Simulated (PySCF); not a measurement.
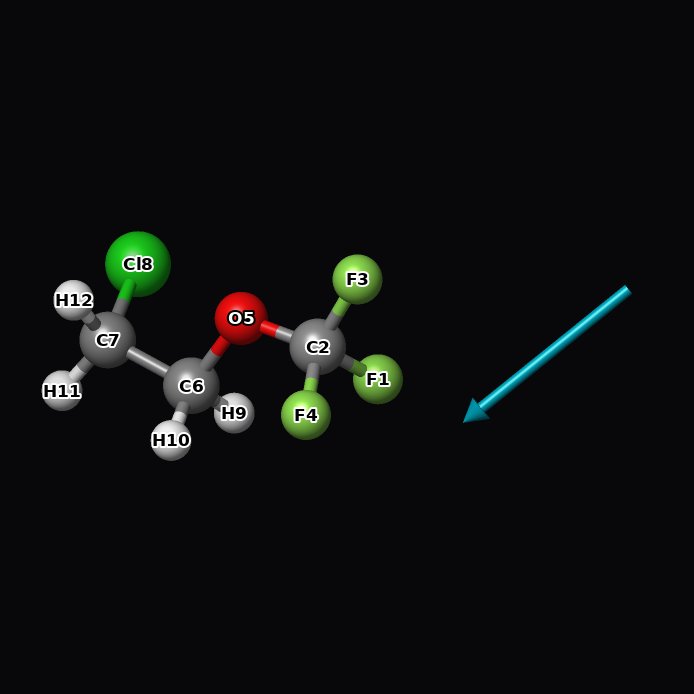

The arrow beside the molecule shows the direction of the dipole moment, from the negative to the positive end (its length means nothing). The computed structure is the end point of a GFN2-xTB optimisation. No frequency run is at hand to confirm it as a minimum. Properties computed with PBE0/def2-SVPD, gas phase (PySCF 2.14.0).

Question: How large is the dipole moment?

Answer: 3.10 D; it points from the side of F3 to the side of H11 (the outermost atoms at the two ends).
